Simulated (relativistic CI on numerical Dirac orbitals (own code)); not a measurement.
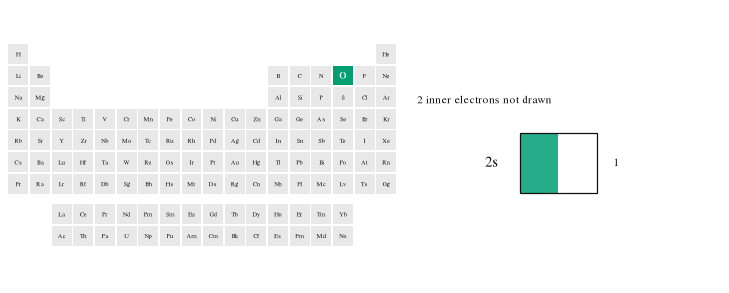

*Left, the place of oxygen in the periodic table; right, the outer shells of the leading configuration of the lowest level: a box for each of the 2l + 1 orbitals, shaded by the share of the shell that is filled, with the electron count at the right.*

Relativistic CI calculation, with input and output: O⁵⁺

System: O⁵⁺.
Method: Dirac-Coulomb-Breit CI, KLI orbitals optimised for each configuration, model QED (radiative potential, 1s self-energy scaled to tabulated hydrogen-like ionisation energies), valence Slater integrals scaled by 0.9, configuration energies shifted to the measured levels that pair with them (semi-empirical) (relativistic CI on numerical Dirac orbitals, in-house).

**Key numbers**

- outcome: converged
- lowest level: 2s ²S₁/₂
- first excited level: 2p ²P°₁/₂, 96,383 cm⁻¹
- levels computed: 24
- SCF iterations: 103
- hardware: 1 thread of Intel Xeon (Granite Rapids), 64 GiB of memory available, shared host
- wall time: 0.51 s

**Notes**

Limits: shifts are fitted to measured levels, configurations with none paired borrow a shift and can be misplaced by tens of thousands of cm⁻¹; one shift a configuration: terms inside it, and wavelengths, can be off by thousands of cm⁻¹; only a limited list of configurations is included, so lower levels can be missing.

**Input**
```
atom O  Z=8  charge=5  electrons=3
nucleus A=16  rms_radius_fm=2.6991
hamiltonian dirac-coulomb  breit=on  qed=on  c_scale=1
orbitals kli  potential=per-configuration
slater_scale 0.9
correlation fit
mixing on
configurations
  [He] 2s
  [He] 2p
  [He] 3s
  [He] 3p
  [He] 3d
  [He] 4s
  [He] 4p
  [He] 4d
  [He] 4f
  [He] 5s
  [He] 6s
  [He] 6d
  [He] 7s
  [He] 7d
  [He] 9d
end
```

Launched within a batch (the task file carries these settings):
```bash
python <driver script> task.json out
```

The program writes its results to a structured record and prints no log; tables and figures of this report are taken from that record.

**The lowest 20 levels**

| Configuration | Level | E (eV) | LS purity (%) | Landé g | Lifetime (s; – stable or not computed) |
| --- | --- | --- | --- | --- | --- |
| 2s | ²S₁/₂ | 0 | 100 | 2.002 | – |
| 2p | ²P°₁/₂ | 11.95 | 100 | 0.666 | 2.4×10⁻⁹ |
| 2p | ²P°₃/₂ | 12.01 | 100 | 1.334 | 2.4×10⁻⁹ |
| 3s | ²S₁/₂ | 79.35 | 100 | 2.002 | 6.0×10⁻¹¹ |
| 3p | ²P°₁/₂ | 82.59 | 100 | 0.666 | 3.9×10⁻¹¹ |
| 3p | ²P°₃/₂ | 82.61 | 100 | 1.334 | 3.9×10⁻¹¹ |
| 3d | ²D₃/₂ | 83.64 | 100 | 0.799 | 1.1×10⁻¹¹ |
| 3d | ²D₅/₂ | 83.65 | 100 | 1.200 | 1.1×10⁻¹¹ |
| 4s | ²S₁/₂ | 105.7 | 100 | 2.002 | 9.1×10⁻¹¹ |
| 4p | ²P°₁/₂ | 107.0 | 100 | 0.666 | 6.4×10⁻¹¹ |
| 4p | ²P°₃/₂ | 107.0 | 100 | 1.334 | 6.4×10⁻¹¹ |
| 4d | ²D₃/₂ | 107.5 | 100 | 0.799 | 2.6×10⁻¹¹ |
| 4d | ²D₅/₂ | 107.5 | 100 | 1.200 | 2.6×10⁻¹¹ |
| 4f | ²F°₅/₂ | 107.5 | 100 | 0.857 | 5.6×10⁻¹¹ |
| 4f | ²F°₇/₂ | 107.5 | 100 | 1.143 | 5.6×10⁻¹¹ |
| 5s | ²S₁/₂ | 117.6 | 100 | 2.002 | 1.6×10⁻¹⁰ |
| 6s | ²S₁/₂ | 124.0 | 100 | 2.002 | – |
| 6d | ²D₃/₂ | 124.5 | 100 | 0.800 | – |
| 6d | ²D₅/₂ | 124.5 | 100 | 1.200 | – |
| 7s | ²S₁/₂ | 127.8 | 100 | 2.002 | – |

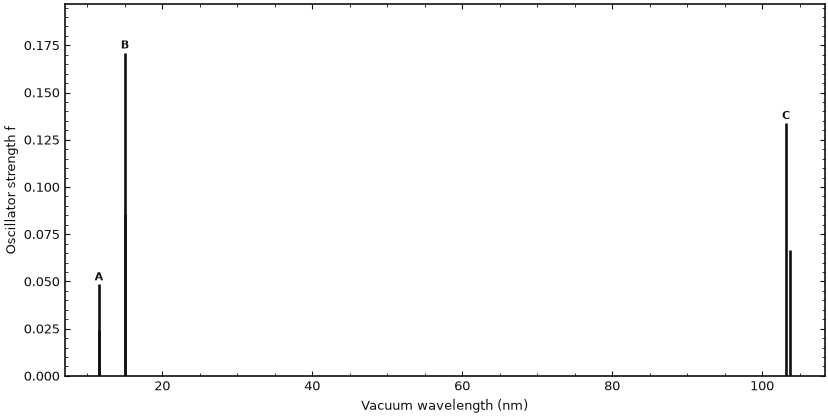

*Absorption lines from the lowest level (oscillator strengths f) for O⁵⁺.*

A: 4p ²P°₃/₂ ← 2s ²S₁/₂, 11.58 nm, f = 0.048; B: 3p ²P°₃/₂ ← 2s ²S₁/₂, 15.01 nm, f = 0.17; C: 2p ²P°₃/₂ ← 2s ²S₁/₂, 103.2 nm, f = 0.13. The strongest, B, lies in the extreme ultraviolet region.
